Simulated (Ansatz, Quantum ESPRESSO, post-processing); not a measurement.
# From contact to tunnelling: vacuum gaps between two Li(110) faces, part 5 of 5

Wanted: T at the Fermi level along a series, and its decay constant, for vacuum gaps between two Li(110) faces.

Quantum ESPRESSO 7.5; plane-wave DFT, PBE, GBRV ultrasoft pseudopotentials; cross-check by Ansatz 0.2.0 with PAW datasets.

So far. Step 12 (Transmission with pwcond.x, 8 Å): T goes from 0.0401 to 0.0103, a factor of 3.9. Step 13 (The same in Ansatz, 8 Å): Ansatz finds T = 0.00662 against pwcond's 0.0103.

### 14. Ground state, 9 Å

Level of this step: plane-wave DFT, PBE, GBRV ultrasoft pseudopotentials (Quantum ESPRESSO 7.5).

j4.scf.in reads:

```
&control
  prefix = 'j4.scf'
  outdir = './out'
  pseudo_dir = './pseudo'
  calculation = 'scf'
  tprnfor = .true.
/
&system
  ibrav = 0
  nat = 12
  ntyp = 1
  ecutwfc = 40
  ecutrho = 200
  occupations = 'smearing'
  smearing = 'mv'
  degauss = 0.01
/
&electrons
  conv_thr = 1e-07
  mixing_beta = 0.25
  electron_maxstep = 120
  mixing_mode = 'local-TF'
/
ATOMIC_SPECIES
  Li  6.9400  li_pbe_v1.4.uspp.F.UPF
CELL_PARAMETERS angstrom
  3.44000000000000 0.00000000000000 0.00000000000000
  1.72000000000000 2.43244732728172 0.00000000000000
  0.00000000000000 0.00000000000000 35.75692060009896
ATOMIC_POSITIONS crystal
  Li  0.000000000000 0.000000000000 0.000000000000
  Li  0.500000000000 0.000000000000 0.068027315732
  Li  0.000000000000 0.000000000000 0.136054631465
  Li  0.500000000000 0.000000000000 0.204081947197
  Li  0.000000000000 0.000000000000 0.272109262930
  Li  0.500000000000 0.000000000000 0.340136578662
  Li  0.000000000000 0.000000000000 0.591836105606
  Li  0.500000000000 0.000000000000 0.659863421338
  Li  0.000000000000 0.000000000000 0.727890737070
  Li  0.500000000000 0.000000000000 0.795918052803
  Li  0.000000000000 0.000000000000 0.863945368535
  Li  0.500000000000 0.000000000000 0.931972684268
K_POINTS automatic
  8 10 1 0 0 0
```

Command:

```
$ OMP_NUM_THREADS=1 mpirun -n 2 pw.x -nk 2 -in j4.scf.in > j4.scf.out
```

Numbers of over 12 decimals in the logs are rounded to 6 here.

Log:

```text
[banner, memory and clock lines left out]
Program PWSCF v.7.5 starts
[...]
Message from routine setup:
[...]
number of electrons       =        36.00
     number of Kohn-Sham states=           22
     kinetic-energy cutoff     =      40.0000  Ry
     charge density cutoff     =     200.0000  Ry
[...]
number of k points=    39  Marzari-Vanderbilt smearing, width (Ry)=  0.0100
[...]
Dense  grid:    96583 G-vectors     FFT dimensions: (  30,  25, 320)
[...]
Starting wfcs are   60 randomized atomic wfcs
[...]
estimated scf accuracy    <       2.38101795 Ry
[...]
estimated scf accuracy    <       1.60700008 Ry
[...]
estimated scf accuracy    <       0.09011882 Ry
[...]
estimated scf accuracy    <       0.48922609 Ry
[...]
estimated scf accuracy    <       0.59895382 Ry
[...]
negative rho (up, down):  2.067E-04 0.000E+00
[...]
estimated scf accuracy    <       0.34823503 Ry
[...]
negative rho (up, down):  1.976E-04 0.000E+00
[...]
estimated scf accuracy    <       0.19627627 Ry
[...]
negative rho (up, down):  5.624E-04 0.000E+00
[...]
estimated scf accuracy    <       0.19553333 Ry
[...]
negative rho (up, down):  2.387E-04 0.000E+00
[...]
estimated scf accuracy    <       0.14098659 Ry
[...]
negative rho (up, down):  1.376E-03 0.000E+00
[...]
estimated scf accuracy    <       0.16120198 Ry
[...]
negative rho (up, down):  5.227E-03 0.000E+00
[...]
estimated scf accuracy    <       0.06244522 Ry
[...]
negative rho (up, down):  3.047E-03 0.000E+00
[...]
estimated scf accuracy    <       0.02592005 Ry
[...]
negative rho (up, down):  2.868E-03 0.000E+00
[...]
estimated scf accuracy    <       0.00591377 Ry
[...]
negative rho (up, down):  1.495E-03 0.000E+00
[...]
estimated scf accuracy    <       0.00310606 Ry
[...]
negative rho (up, down):  1.836E-03 0.000E+00
[...]
estimated scf accuracy    <       0.03179361 Ry
[...]
negative rho (up, down):  5.044E-04 0.000E+00
[...]
estimated scf accuracy    <       0.01923675 Ry
[...]
negative rho (up, down):  8.049E-05 0.000E+00
[...]
estimated scf accuracy    <       0.02590330 Ry
[...]
negative rho (up, down):  2.262E-06 0.000E+00
[...]
estimated scf accuracy    <       0.02966385 Ry
[...]
negative rho (up, down):  1.133E-05 0.000E+00
[...]
estimated scf accuracy    <       0.00155357 Ry
[...]
negative rho (up, down):  3.799E-04 0.000E+00
[...]
estimated scf accuracy    <       0.00103358 Ry
[...]
negative rho (up, down):  1.094E-06 0.000E+00
[...]
estimated scf accuracy    <       0.00067509 Ry
[...]
negative rho (up, down):  4.545E-08 0.000E+00
[...]
estimated scf accuracy    <       0.00076866 Ry
[...]
estimated scf accuracy    <       0.00042908 Ry
[...]
estimated scf accuracy    <       0.00010710 Ry
[...]
estimated scf accuracy    <       0.00001809 Ry
[...]
estimated scf accuracy    <       0.00001432 Ry
[...]
estimated scf accuracy    <       0.00000824 Ry
[...]
estimated scf accuracy    <       0.00000148 Ry
[...]
estimated scf accuracy    <       0.00000157 Ry
[...]
estimated scf accuracy    <       0.00000023 Ry
[...]
estimated scf accuracy    <       0.00000327 Ry
[...]
estimated scf accuracy    <       0.00000018 Ry
[...]
estimated scf accuracy    <       0.00000011 Ry
[...]
the Fermi energy is     0.3082 ev
!    total energy              =    -173.62601909 Ry
     estimated scf accuracy    <          2.2E-09 Ry
     smearing contrib. (-TS)   =      -0.00024947 Ry
     internal energy E=F+TS    =    -173.62576962 Ry
[...]
one-electron contribution =    -328.28192960 Ry
     hartree contribution      =     148.81587202 Ry
     xc contribution           =     -40.47142103 Ry
     ewald contribution        =      46.31170899 Ry
     convergence has been achieved in  34 iterations
[...]
Total force =     0.007073     Total SCF correction =     0.000074
[...]
```

Elapsed: 8.6 min, on 2 MPI ranks of Arm Neoverse N1, shared host; peak memory 0.38 GiB.

Numbers from this step:

```
free energy  : -2362.3023 eV
Fermi energy : 0.3082 eV
```

### 15. Transmission with pwcond.x, 9 Å

j4.cond.in reads:

```
&inputcond
  outdir = './out'
  prefixt = 'j4.scf'
  tran_file = 'j4.cond.dat'
  bdl = 1.4142135610
  bds = 10.3944536628
  ikind = 1
  ewind = 4.0
  epsproj = 1e-05
  nz1 = 7
  energy0 = 0.4
  denergy = -0.4
/
21
  0.00000000 0.00000000 0.01562500
  0.00000000 0.12500000 0.03125000
  0.00000000 0.25000000 0.03125000
  0.00000000 0.37500000 0.03125000
  0.00000000 0.50000000 0.01562500
  0.12500000 0.00000000 0.06250000
  0.12500000 0.25000000 0.06250000
  0.12500000 0.37500000 0.06250000
  0.12500000 0.50000000 0.06250000
  0.25000000 0.00000000 0.06250000
  0.25000000 0.12500000 0.03125000
  0.25000000 0.37500000 0.06250000
  0.25000000 0.50000000 0.06250000
  0.25000000 0.62500000 0.03125000
  0.37500000 0.00000000 0.06250000
  0.37500000 0.12500000 0.06250000
  0.37500000 0.50000000 0.06250000
  0.37500000 0.62500000 0.06250000
  0.50000000 0.00000000 0.03125000
  0.50000000 0.12500000 0.06250000
  0.50000000 0.25000000 0.03125000
3
```

Command:

```
$ OMP_NUM_THREADS=1 mpirun -n 2 pwcond.x -in j4.cond.in > j4.cond.out
```

Log:

```text
[banner, memory and clock lines left out]
Program PWCOND v.7.5 starts
[citation notice left out]

[...]
./out/j4.scf.save/

     IMPORTANT: XC functional enforced from input :
     Exchange-correlation= PBE
                           (   1   4   3   4   0   0   0)
     Any further DFT definition will be discarded
     Please, verify this is what you really want

     Reading collected, re-writing distributed wavefunctions

===== INPUT FILE containing all the regions =====

     GEOMETRY:

     lattice parameter (alat)  =       6.5007  a.u.
[...]
---  E-Ef =   -0.4000000  k =    0.5000000   0.2500000
---  ie =          3  ik =         21
 Nchannels of the left tip =            1
 Right moving states:
   k1(2pi/a)   k2(2pi/a)   E-Ef (eV)
   0.4227263   0.0000092  -0.4000000
 Left moving states:
   k1(2pi/a)   k2(2pi/a)   E-Ef (eV)
  -0.4227263   0.0000092  -0.4000000

 to transmit
 Band j to band i transmissions and reflections:
    j         i     |T_ij|^2    |R_ij|^2

    1 -->     1     0.00000     1.00000
   Total T_j, R_j =    0.00000  1.00000

E-Ef(ev), T(x2 spins) =   -0.4000000   0.0000079
   T_tot     0.40000      0.25524E-01
   T_tot     0.00000      0.45689E-02
   T_tot    -0.40000      0.90479E-03

[...]
```

Wall time 96 s (2 MPI ranks); peak memory 0.12 GiB.

This step gave:

* transmission at the Fermi level, one spin: 0.002284
* conductance: 0.002284 G₀

Per spin; mean over the k mesh across the current. Table of transmission, zone mean by energy, zero at the Fermi level:

| energy (eV) | transmission, zone mean |
| --- | --- |
| -0.400 | 4.5e-4 |
| 0.000 | 0.00228 |
| 0.400 | 0.0128 |

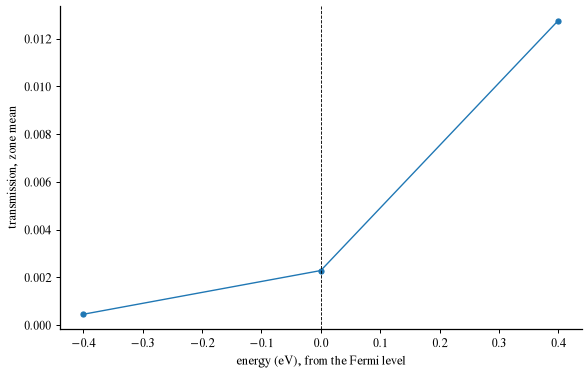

Transmission, zone mean against energy.

T goes from 0.0103 to 0.00228, a factor of 4.5.

### 16. Cross-check with Ansatz, 9 Å

Level of this step: plane-wave DFT, PBE, Ansatz PAW (Ansatz 0.2.0).

input.yaml reads:

```yaml
crystal:
  lattice:
    - [3.44, 0.0, 0.0]
    - [1.72, 2.4324473273, 0.0]
    - [0.0, 0.0, 35.7569206001]
  atoms:
    - { symbol: Li, position: [0.0, 0.0, 0.0] }
    - { symbol: Li, position: [0.5, 0.0, 0.0680273157] }
    - { symbol: Li, position: [0.0, 0.0, 0.1360546315] }
    - { symbol: Li, position: [0.5, 0.0, 0.2040819472] }
    - { symbol: Li, position: [0.0, 0.0, 0.2721092629] }
    - { symbol: Li, position: [0.5, 0.0, 0.3401365787] }
    - { symbol: Li, position: [0.0, 0.0, 0.5918361056] }
    - { symbol: Li, position: [0.5, 0.0, 0.6598634213] }
    - { symbol: Li, position: [0.0, 0.0, 0.7278907371] }
    - { symbol: Li, position: [0.5, 0.0, 0.7959180528] }
    - { symbol: Li, position: [0.0, 0.0, 0.8639453685] }
    - { symbol: Li, position: [0.5, 0.0, 0.9319726843] }
kpoints:
  mp_grid: { grid: [8, 10, 1] }
hamiltonian:
  xc: pbe
scf:
  occupations: { method: fermi_dirac, width: 0.1 }
  convergence: { dr2_threshold: 1.0e-08 }
output:
  transmission: { leads: [[0, 2]], e_range: [-0.4, 0.4], de: 0.4, kmesh: [8, 8] }
  write_potential: true
  write_density: true
  volumetric_format: npy
  elf: true
```

Command:

```
$ ansatz run input.yaml --threads 2 --pin off --max-ram 4096MiB --backend cpu --events-out ev --progress --plain --runs-dir out
```

Log:

```text
[...]
Crystal: 12 atoms, lattice volume = 299.200 Å³
Basis set: ecut = 420 eV, 5759 PW (Γ)
Bands: 30, of which v1, the nominal top of the filled ones, is band 18 counted from 1 (17 counted from 0)
Symmetry: 4 space group operations
k-points: 42 of 80
[...]
k-point 41: bands = [... 14 lower, 0.3186, 0.3186, 0.3776, 0.3776, 0.4518, 0.4518, 0.5193, 0.5193, ... 8 higher]
--- Transmission ---
  basis      : 69 plane waves across, 45 finite elements along
  points     : 34, standing for a mesh of 8 x 8
[...]
channels       : 9.218750e-1 a spin
[...]
slowest decay  : 0.2531 /Å at (0.0000, 0.5000)
  junction   : crystal 0 to crystal 0, -0.52 to 30.37 Å
    transmission   : 1.353524e-3 a spin
[...]
[key lines of the parts left out:]
SCF converged after 6 iterations
Free energy (F): -2455.832381 eV
Fermi energy:    0.309690 eV
```

It took 57 s on 2 threads; peak memory 0.65 GiB.

Numbers from this step:

| Property | Result |
| --- | --- |
| free energy | -2455.8324 eV |
| energy at zero smearing | -2455.7376 eV |
| smearing term TS | 0.1896 eV |
| Fermi energy | 0.3097 eV |
| transmission at the Fermi level, one spin | 0.001354 |
| step of the lead's Hamiltonian over a period | 4.6 meV |

Per spin; mean over the k mesh across the current. Table of transmission, zone mean by energy, zero at the Fermi level:

| energy (eV) | transmission, zone mean |
| --- | --- |
| -0.400 | 2.9e-4 |
| 0.000 | 0.00135 |
| 0.400 | 0.00636 |

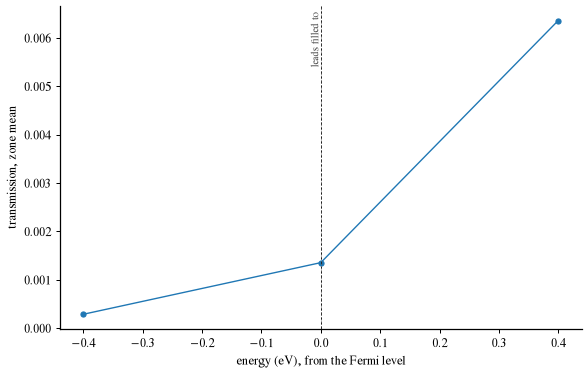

Transmission, zone mean, plotted against energy.

Ansatz finds T = 0.00135 against pwcond's 0.00228.

### 17. The series side by side

All levels:

| level | T by pwcond | T by Ansatz | lead channels | CPU time (s) |
| --- | --- | --- | --- | --- |
| 5 Å | 0.2602 | 0.2335 | 0.9219 | 1098 |
| 6 Å | 0.1246 | 0.1042 | 0.9219 | 816.8 |
| 7 Å | 0.04008 | 0.02976 | 0.9219 | 1008 |
| 8 Å | 0.01028 | 0.00662 | 0.9219 | 1067 |
| 9 Å | 0.002284 | 0.001354 | 0.9219 | 1227 |

### 18. By hand

For the narrowest barrier, the Landauer sum over the mesh, Σ w T = 0.0625 × 0.988 + 0.0625 × 0.601 + 0.0625 × 0.539 + … = 0.2602.

G = 0.26 × 77.48 µS = 20.2 µS a cell. Times the area of 8.368 Å², the resistance-area product is A/G = 4.15 fΩ m², the leads' contact resistance included.

Free electrons at 1 an atom (2 atoms in 40.7 Å³) have k_F = 1.133 1/Å and offer A k_F²/4π = 0.85 channels per spin; the lead has 0.92 on this mesh.

κ = ln(T₁/T₂)/(2Δd) = ln(0.01028/0.002284)/(2 × 1 Å) = 0.75 1/Å.

### 19. Results

```yaml
conductance_a_cell_at_5_a: 0.260 G₀
conductance_a_cell_at_6_a: 0.125 G₀
conductance_a_cell_at_7_a: 0.0401 G₀
conductance_a_cell_at_8_a: 0.0103 G₀
conductance_a_cell_at_9_a: 0.00228 G₀
fall_of_ln_t_per_a_over_the_last_interval: 1.50
```

The conductance goes from 0.260 G₀ at 5 Å to 0.00228 G₀ at 9 Å (PBE, GBRV ultrasoft). Interval by interval ln T falls by 0.74, 1.13, 1.36 and 1.50 per Å. The last interval gives κ = 0.75 1/Å in T ∝ exp(−2κd), an apparent barrier of (κ/0.512)² = 2.2 eV. Ansatz follows the series within a factor of 1.69. Points with over 2.5 times the mean carry up to 92 % of T, so the means lean on few points, and the mesh was not tested. The geometries are as built, not relaxed, and the leads are short. Semilocal functionals lack the image potential in a vacuum gap.

[Logs are printed without paths, hosts, clocks, repeated set-up lines and the standing remarks that a program may print on its own settings, such as how far it seeks lower states.]

[Hosts, paths, dates, database ids (printed as entryN), source tags and the programs' standing remarks are cut or masked in the printed files.]

[Maps of the electrostatic potential energy from Ansatz leave out the sawtooth potential of an applied field or a dipole correction, so their vacuum need not be flat; planar profiles and work functions include it.]
